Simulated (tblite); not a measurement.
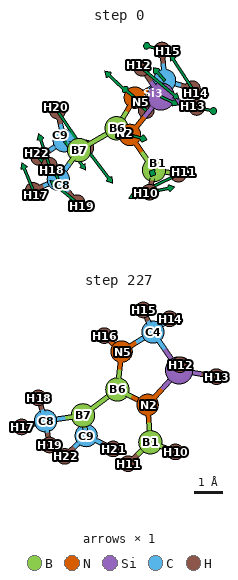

The structure of C$_{3}$H$_{13}$B$_{3}$N$_{2}$Si before (top) and after (bottom) a relaxation, at one scale. The green arrows give the displacements, at their true length.

A ball-and-stick model, seen from a free direction.

Method: GFN2-xTB geometry optimisation, gas phase in tblite 0.8.0. 

Question: What changed between the two?

Answer: The largest move after the best rigid fit is that of H16, 2.30 Å. Largest moves by element: H 2.30 Å, C 1.34 Å, N 0.90 Å, Si 0.82 Å, B 0.39 Å. Near-neighbour distances that change, for instance: N5–B6 1.544 → 1.391 Å, B1–N2 1.531 → 1.402 Å, Si3–C4 1.834 → 1.911 Å, N2–B6 1.536 → 1.481 Å. Among the angles between lasting bonds that change: B1–N2–Si3 106.7° → 124.6°, B6–N5–H16 107.5° → 124.8°, B1–N2–B6 108.0° → 124.0°. Groups turn about B6–B7 by about 90°, B7–C8 by about 30°. After 227 geometry steps the energy has fallen by 58.1 kcal/mol.
